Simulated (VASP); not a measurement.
# Geometry relaxation, with input and output: SiBr2ClF (part 3 of 3)

Continued. System: SiBr2ClF (5 atoms in the cell). Method: Kohn-Sham DFT of a periodic cell, PBE, VASP PAW PBE potentials, recommended, no spin polarisation (VASP 6.6.1); cutoff 520 eV, 1×1×1 k-mesh, Gaussian smearing of 0.01 eV. It belongs to a series of runs on one base structure; here: atoms moved at random by about 0.02 A.

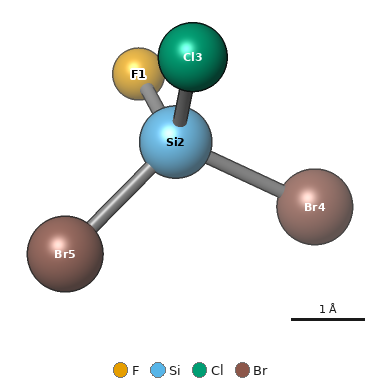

The geometry at step 7 of the log (ball-and-stick view of the molecule without its box, seen at a tilt; atoms are numbered from 1 in the order of the input).

### Parts of OUTCAR, continued
```
--------------------------------------- Ionic step       12  -------------------------------------------

 number of electron      32.0000006 magnetization

------------------------ aborting loop because EDIFF is reached ----------------------------------------

  FORCE on cell =-STRESS in cart. coord.  units (eV):
  Direction    XX          YY          ZZ          XY          YZ          ZX
  --------------------------------------------------------------------------------------
  -------------------------------------------------------------------------------------
  Total       -0.0701181     -0.0934224     -0.0747810      0.0153785      0.0206409     -0.0009601
  in kB       -0.0650126     -0.0866199     -0.0693359      0.0142587      0.0191380     -0.0008902
  external PRESSURE =      -0.0736561 kB  Pullay stress =       0.0000000 kB

 VOLUME and BASIS-vectors are now :
 -----------------------------------------------------------------------------
  energy-cutoff  :      520.00
  volume of cell :     1728.00
      direct lattice vectors                 reciprocal lattice vectors
    12.000000000  0.000000000  0.000000000     0.083333333  0.000000000  0.000000000
     0.000000000 12.000000000  0.000000000     0.000000000  0.083333333  0.000000000
     0.000000000  0.000000000 12.000000000     0.000000000  0.000000000  0.083333333

 POSITION                                       TOTAL-FORCE (eV/Angst)
 -----------------------------------------------------------------------------------
      6.94518      4.70998      7.29480        -0.009994      0.018072     -0.015306
      6.12716      5.73490      6.37253         0.015129     -0.003401      0.020224
      4.54838      6.41869      7.45278         0.001421     -0.004962     -0.004300
      5.44094      4.64859      4.59011        -0.004606     -0.002147     -0.003123
      7.46899      7.38974      5.83102        -0.001951     -0.007562      0.002504
 -----------------------------------------------------------------------------------
    total drift:                                0.002602     -0.001743      0.000270

  FREE ENERGIE OF THE ION-ELECTRON SYSTEM (eV)
  ---------------------------------------------------
  free  energy   TOTEN  =       -19.8152019260 eV

  energy  without entropy=      -19.8152019260  energy(sigma->0) =      -19.81520193

--------------------------------------- Ionic step       13  -------------------------------------------

 number of electron      32.0000006 magnetization

------------------------ aborting loop because EDIFF is reached ----------------------------------------

  FORCE on cell =-STRESS in cart. coord.  units (eV):
  Direction    XX          YY          ZZ          XY          YZ          ZX
  --------------------------------------------------------------------------------------
  -------------------------------------------------------------------------------------
  Total       -0.0352060     -0.0401463     -0.0514332      0.0044695     -0.0233921      0.0094987
  in kB       -0.0326425     -0.0372231     -0.0476881      0.0041440     -0.0216889      0.0088071
  external PRESSURE =      -0.0391846 kB  Pullay stress =       0.0000000 kB

 VOLUME and BASIS-vectors are now :
 -----------------------------------------------------------------------------
  energy-cutoff  :      520.00
  volume of cell :     1728.00
      direct lattice vectors                 reciprocal lattice vectors
    12.000000000  0.000000000  0.000000000     0.083333333  0.000000000  0.000000000
     0.000000000 12.000000000  0.000000000     0.000000000  0.083333333  0.000000000
     0.000000000  0.000000000 12.000000000     0.000000000  0.000000000  0.083333333

 POSITION                                       TOTAL-FORCE (eV/Angst)
 -----------------------------------------------------------------------------------
      6.94524      4.71068      7.29371         0.013758     -0.013168      0.017862
      6.12761      5.73527      6.37357        -0.019536      0.005990     -0.021732
      4.54803      6.41856      7.45251        -0.000428     -0.003173      0.000190
      5.44100      4.64869      4.59030        -0.002350      0.002576      0.004313
      7.46877      7.38872      5.83115         0.008557      0.007774     -0.000634
 -----------------------------------------------------------------------------------
    total drift:                                0.002149     -0.001758      0.000380

  FREE ENERGIE OF THE ION-ELECTRON SYSTEM (eV)
  ---------------------------------------------------
  free  energy   TOTEN  =       -19.8151985515 eV

  energy  without entropy=      -19.8151985515  energy(sigma->0) =      -19.81519855

--------------------------------------- Ionic step       14  -------------------------------------------

 number of electron      32.0000006 magnetization

 Free energy of the ion-electron system (eV)
  ---------------------------------------------------
  ext. energy  EPLUGINS =         0.00000000
  ---------------------------------------------------
  free energy    TOTEN  =       -19.81521816 eV

  energy without entropy =      -19.81521816  energy(sigma->0) =      -19.81521816

 E-fermi :  -7.0444     XC(G=0):  -1.0798     alpha+bet : -0.5277

 val. band max:       -7.1174449731   @ k =   0.0000   0.0000   0.0000
 cond. band min:      -1.7898494551   @ k =   0.0000   0.0000   0.0000
 fundamental gap:      5.3275955180
 Fermi energy:        -7.0444202941

 k-point     1 :       0.0000    0.0000    0.0000
  band No.  band energies     occupation
      1     -29.9979      2.00000
      2     -21.2252      2.00000
      3     -20.3537      2.00000
      4     -20.0980      2.00000
      5     -13.6160      2.00000
      6     -11.4007      2.00000
      7     -11.0672      2.00000
      8     -11.0108      2.00000
      9      -9.5942      2.00000
     10      -9.3917      2.00000
     11      -8.4575      2.00000
     12      -8.2545      2.00000
     13      -7.8619      2.00000
     14      -7.5229      2.00000
     15      -7.3070      2.00000
     16      -7.1174      2.00000
     17      -1.7898      0.00000
     18      -0.3675      0.00000
     19      -0.0428      0.00000
     20      -0.0260      0.00000

------------------------ aborting loop because EDIFF is reached ----------------------------------------

  FORCE on cell =-STRESS in cart. coord.  units (eV):
  Direction    XX          YY          ZZ          XY          YZ          ZX
  --------------------------------------------------------------------------------------
  -------------------------------------------------------------------------------------
  Total       -0.0539903     -0.0688778     -0.0639667      0.0103972      0.0004596      0.0038042
  in kB       -0.0500590     -0.0638625     -0.0593090      0.0096402      0.0004262      0.0035272
  external PRESSURE =      -0.0577435 kB  Pullay stress =       0.0000000 kB

 VOLUME and BASIS-vectors are now :
 -----------------------------------------------------------------------------
  energy-cutoff  :      520.00
  volume of cell :     1728.00
      direct lattice vectors                 reciprocal lattice vectors
    12.000000000  0.000000000  0.000000000     0.083333333  0.000000000  0.000000000
     0.000000000 12.000000000  0.000000000     0.000000000  0.083333333  0.000000000
     0.000000000  0.000000000 12.000000000     0.000000000  0.000000000  0.083333333

 POSITION                                       TOTAL-FORCE (eV/Angst)
 -----------------------------------------------------------------------------------
      6.94521      4.71030      7.29429         0.000929      0.003744      0.000180
      6.12737      5.73507      6.37301        -0.000998      0.000923      0.000522
      4.54822      6.41863      7.45266         0.000496     -0.004129     -0.002239
      5.44097      4.64863      4.59020        -0.003409      0.000061      0.000389
      7.46889      7.38927      5.83108         0.002982     -0.000600      0.001147
 -----------------------------------------------------------------------------------
    total drift:                                0.002145     -0.001776      0.000489

  FREE ENERGIE OF THE ION-ELECTRON SYSTEM (eV)
  ---------------------------------------------------
  free  energy   TOTEN  =       -19.8152181614 eV

  energy  without entropy=      -19.8152181614  energy(sigma->0) =      -19.81521816

 reached required accuracy - stopping structural energy minimisation
```

### CONTCAR
```
SiBr2ClF
   1.00000000000000
    12.0000000000000000    0.0000000000000000    0.0000000000000000
     0.0000000000000000   12.0000000000000000    0.0000000000000000
     0.0000000000000000    0.0000000000000000   12.0000000000000000
  F               Si              Cl              Br
     1     1     1     2
Direct
     0.5787671016238710    0.3925253639340128    0.6078577601285861
     0.5106143434738358    0.4779227157924449    0.5310845224547437
     0.3790180332358800    0.5348854648606226    0.6210548337762262
     0.4534141131561867    0.3873862414198077    0.3825164007847936
     0.6224074085102266    0.6157722139931218    0.4859234828556629

  0.00000000E+00  0.00000000E+00  0.00000000E+00
  0.00000000E+00  0.00000000E+00  0.00000000E+00
  0.00000000E+00  0.00000000E+00  0.00000000E+00
  0.00000000E+00  0.00000000E+00  0.00000000E+00
  0.00000000E+00  0.00000000E+00  0.00000000E+00
```

### Trajectory as extended XYZ (Å, eV, eV/Å), 14 frames, from step=0 to step=13
```
5
Lattice="12.0000 0.0000 0.0000 0.0000 12.0000 0.0000 0.0000 0.0000 12.0000" Properties=species:S:1:pos:R:3:forces:R:3 step=0 energy=-19.78940
F     6.9291    4.7222    7.2942    0.3546  -0.4363   0.3323
Si    6.1166    5.7256    6.3770    0.4589   0.4071  -0.6107
Cl    4.5778    6.4066    7.4393   -0.6707   0.2791   0.4224
Br    5.4405    4.6527    4.5972   -0.0559  -0.1097  -0.1656
Br    7.4666    7.3949    5.8335   -0.0868  -0.1402   0.0215
5
Lattice="12.0000 0.0000 0.0000 0.0000 12.0000 0.0000 0.0000 0.0000 12.0000" Properties=species:S:1:pos:R:3:forces:R:3 step=1 energy=-19.78825
F     6.9462    4.7011    7.3103   -0.3661   0.5534  -0.5732
Si    6.1388    5.7452    6.3475   -0.1360  -0.6500   1.0164
Cl    4.5454    6.4200    7.4597    0.2835  -0.1027  -0.2447
Br    5.4378    4.6474    4.5892   -0.0056  -0.0375  -0.0941
Br    7.4624    7.3881    5.8346    0.2242   0.2368  -0.1044
5
Lattice="12.0000 0.0000 0.0000 0.0000 12.0000 0.0000 0.0000 0.0000 12.0000" Properties=species:S:1:pos:R:3:forces:R:3 step=2 energy=-19.81184
F     6.9374    4.7120    7.3020   -0.0279   0.0754  -0.1341
Si    6.1274    5.7351    6.3627    0.1764  -0.1060   0.2273
Cl    4.5621    6.4131    7.4492   -0.1715   0.0745   0.0752
Br    5.4392    4.6502    4.5933   -0.0320  -0.0752  -0.1314
Br    7.4646    7.3916    5.8340    0.0550   0.0312  -0.0371
5
Lattice="12.0000 0.0000 0.0000 0.0000 12.0000 0.0000 0.0000 0.0000 12.0000" Properties=species:S:1:pos:R:3:forces:R:3 step=3 energy=-19.81269
F     6.9377    4.7134    7.2976    0.1745  -0.1757   0.1215
Si    6.1369    5.7322    6.3700   -0.3285   0.1635  -0.0783
Cl    4.5519    6.4175    7.4542    0.0716  -0.0297  -0.0685
Br    5.4376    4.6464    4.5869    0.0366   0.0271   0.0444
Br    7.4666    7.3924    5.8325    0.0459   0.0149  -0.0191
5
Lattice="12.0000 0.0000 0.0000 0.0000 12.0000 0.0000 0.0000 0.0000 12.0000" Properties=species:S:1:pos:R:3:forces:R:3 step=4 energy=-19.81412
F     6.9375    4.7128    7.2996    0.0830  -0.0618   0.0063
Si    6.1327    5.7335    6.3668   -0.1059   0.0412   0.0594
Cl    4.5564    6.4155    7.4520   -0.0337   0.0154  -0.0069
Br    5.4383    4.6481    4.5897    0.0067  -0.0170  -0.0318
Br    7.4657    7.3920    5.8332    0.0499   0.0221  -0.0270
5
Lattice="12.0000 0.0000 0.0000 0.0000 12.0000 0.0000 0.0000 0.0000 12.0000" Properties=species:S:1:pos:R:3:forces:R:3 step=5 energy=-19.81485
F     6.9409    4.7106    7.2991    0.0221   0.0032  -0.0316
Si    6.1301    5.7346    6.3704   -0.0229  -0.0161   0.0046
Cl    4.5533    6.4169    7.4526   -0.0288   0.0112   0.0006
Br    5.4383    4.6468    4.5874    0.0225   0.0206   0.0316
Br    7.4680    7.3930    5.8319    0.0071  -0.0188  -0.0052
5
Lattice="12.0000 0.0000 0.0000 0.0000 12.0000 0.0000 0.0000 0.0000 12.0000" Properties=species:S:1:pos:R:3:forces:R:3 step=6 energy=-19.81485
F     6.9413    4.7103    7.2990    0.0142   0.0116  -0.0365
Si    6.1298    5.7348    6.3708   -0.0123  -0.0234  -0.0022
Cl    4.5530    6.4171    7.4527   -0.0280   0.0107   0.0015
Br    5.4383    4.6466    4.5871    0.0246   0.0254   0.0397
Br    7.4683    7.3932    5.8317    0.0016  -0.0242  -0.0025
5
Lattice="12.0000 0.0000 0.0000 0.0000 12.0000 0.0000 0.0000 0.0000 12.0000" Properties=species:S:1:pos:R:3:forces:R:3 step=7 energy=-19.81505
F     6.9426    4.7103    7.2974    0.0143   0.0015  -0.0186
Si    6.1287    5.7341    6.3715   -0.0048   0.0150  -0.0016
Cl    4.5512    6.4178    7.4529   -0.0126   0.0019  -0.0042
Br    5.4393    4.6474    4.5882    0.0127   0.0127   0.0211
Br    7.4689    7.3924    5.8313   -0.0096  -0.0310   0.0033
5
Lattice="12.0000 0.0000 0.0000 0.0000 12.0000 0.0000 0.0000 0.0000 12.0000" Properties=species:S:1:pos:R:3:forces:R:3 step=8 energy=-19.81508
F     6.9443    4.7103    7.2953    0.0143  -0.0119   0.0053
Si    6.1273    5.7331    6.3724    0.0044   0.0662   0.0001
Cl    4.5488    6.4188    7.4531    0.0087  -0.0098  -0.0121
Br    5.4406    4.6484    4.5897   -0.0031  -0.0044  -0.0040
Br    7.4696    7.3914    5.8308   -0.0243  -0.0401   0.0107
5
Lattice="12.0000 0.0000 0.0000 0.0000 12.0000 0.0000 0.0000 0.0000 12.0000" Properties=species:S:1:pos:R:3:forces:R:3 step=9 energy=-19.81511
F     6.9437    4.7103    7.2960    0.0141  -0.0077  -0.0027
Si    6.1278    5.7334    6.3721    0.0021   0.0498  -0.0009
Cl    4.5496    6.4184    7.4530    0.0012  -0.0060  -0.0092
Br    5.4402    4.6480    4.5892    0.0020   0.0012   0.0045
Br    7.4694    7.3917    5.8310   -0.0195  -0.0372   0.0082
5
Lattice="12.0000 0.0000 0.0000 0.0000 12.0000 0.0000 0.0000 0.0000 12.0000" Properties=species:S:1:pos:R:3:forces:R:3 step=10 energy=-19.81520
F     6.9454    4.7099    7.2946   -0.0138   0.0220  -0.0170
Si    6.1271    5.7351    6.3726    0.0171  -0.0113   0.0234
Cl    4.5482    6.4187    7.4527    0.0013  -0.0048  -0.0037
Br    5.4411    4.6487    4.5903   -0.0055  -0.0027  -0.0043
Br    7.4689    7.3894    5.8310    0.0008  -0.0032   0.0016
5
Lattice="12.0000 0.0000 0.0000 0.0000 12.0000 0.0000 0.0000 0.0000 12.0000" Properties=species:S:1:pos:R:3:forces:R:3 step=11 energy=-19.81520
F     6.9452    4.7100    7.2948   -0.0100   0.0181  -0.0153
Si    6.1272    5.7349    6.3725    0.0151  -0.0034   0.0202
Cl    4.5484    6.4187    7.4528    0.0014  -0.0050  -0.0043
Br    5.4409    4.6486    4.5901   -0.0046  -0.0021  -0.0031
Br    7.4690    7.3897    5.8310   -0.0020  -0.0076   0.0025
5
Lattice="12.0000 0.0000 0.0000 0.0000 12.0000 0.0000 0.0000 0.0000 12.0000" Properties=species:S:1:pos:R:3:forces:R:3 step=12 energy=-19.81520
F     6.9452    4.7107    7.2937    0.0138  -0.0132   0.0179
Si    6.1276    5.7353    6.3736   -0.0195   0.0060  -0.0217
Cl    4.5480    6.4186    7.4525   -0.0004  -0.0032   0.0002
Br    5.4410    4.6487    4.5903   -0.0024   0.0026   0.0043
Br    7.4688    7.3887    5.8312    0.0086   0.0078  -0.0006
5
Lattice="12.0000 0.0000 0.0000 0.0000 12.0000 0.0000 0.0000 0.0000 12.0000" Properties=species:S:1:pos:R:3:forces:R:3 step=13 energy=-19.81522
F     6.9452    4.7103    7.2943    0.0009   0.0037   0.0002
Si    6.1274    5.7351    6.3730   -0.0010   0.0009   0.0005
Cl    4.5482    6.4186    7.4527    0.0005  -0.0041  -0.0022
Br    5.4410    4.6486    4.5902   -0.0034   0.0001   0.0004
Br    7.4689    7.3893    5.8311    0.0030  -0.0006   0.0011
```

The run was set up as follows.

### INCAR
```
SYSTEM = SiBr2ClF
PREC     = Accurate       ! precision mode
ENCUT    = 520            ! plane-wave cutoff, eV
EDIFF    = 1E-7           ! SCF threshold, eV
ISMEAR   = 0              ! smearing method
SIGMA    = 0.01           ! smearing width, eV
LREAL    = .False.        ! projectors in reciprocal space
LASPH    = .True.         ! aspherical terms in the spheres
NELM     = 100            ! most SCF steps
ALGO     = Normal         ! electronic algorithm
ISIF     = 2              ! what is computed and relaxed
LWAVE    = .False.        ! write WAVECAR
LCHARG   = .False.        ! write CHGCAR
GGA      = PE             ! functional
IBRION   = 2              ! ionic algorithm
NSW      = 60             ! ionic steps
EDIFFG   = -0.02          ! ionic threshold
```

### KPOINTS
```
regular mesh
0
Gamma
  1 1 1
  0 0 0
```

### POSCAR
```
SiBr2ClF
1.0
   12.0000000000      0.0000000000      0.0000000000
    0.0000000000     12.0000000000      0.0000000000
    0.0000000000      0.0000000000     12.0000000000
F Si Cl Br
1 1 1 2
Direct
    0.5774250000      0.3935140000      0.6078540000
    0.5097180000      0.4771300000      0.5314150000
    0.3814840000      0.5338800000      0.6199450000
    0.4533770000      0.3877270000      0.3830960000
    0.6222170000      0.6162410000      0.4861270000
```

Launched with:
```bash
cat potpaw_PBE.64/F/POTCAR potpaw_PBE.64/Si/POTCAR potpaw_PBE.64/Cl/POTCAR potpaw_PBE.64/Br/POTCAR > POTCAR
mpirun -np 1 vasp_gam > vasp.out
```

### Summary

| quantity | value |
| --- | --- |
| outcome | converged |
| electrons treated | 32 |
| free energy | −19.8152 eV |
| Fermi energy | −7.044 eV |
| gap on the k-point mesh | 5.33 eV |
| final volume | 1728.00 Å³ |
| largest force (length of the vector) at the end | 0.005 eV/Å |
| hardware | 1 thread of Intel Xeon (Sapphire Rapids), 128 GiB of memory available, shared host |
| wall time | 18 min |
| peak memory | 1.3 GiB |
